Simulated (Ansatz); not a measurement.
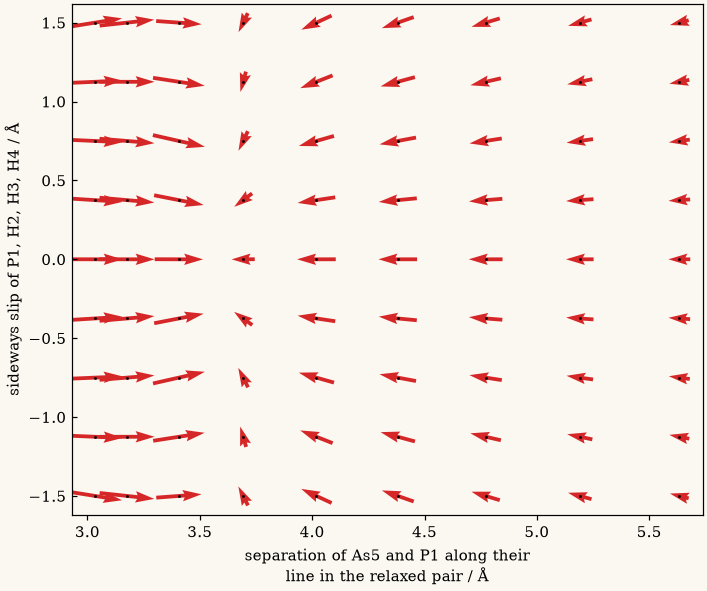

The pair H₃P···AsH₃. The first coordinate is: separation of As5 and P1 along their line in the relaxed pair; the second: sideways slip of P1, H2, H3, H4. Nothing is relaxed (both partners rigid). The scan uses a 9 × 9 grid. Points are written as (first, second). Theory: RKS PBE0-D4/def2-TZVPD in Ansatz.

In the figure: dots at the grid points, arrows along the force (downhill), their lengths compressed.

Question: The arrows alone are given. Where is the energy lowest?

Answer: The arrows converge at about (3.611 Å, 0.000 Å) (read from the interpolated surface).

The energy map of the same scan:

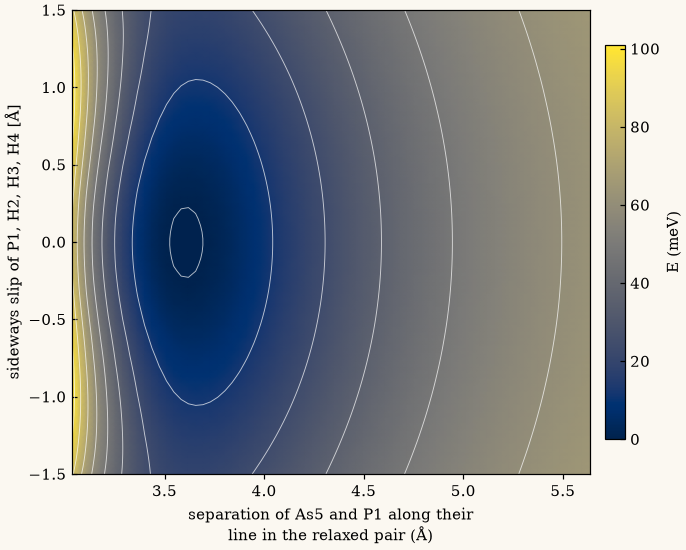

Energies are in meV, from the lowest grid point; between grid points the surface is interpolated.
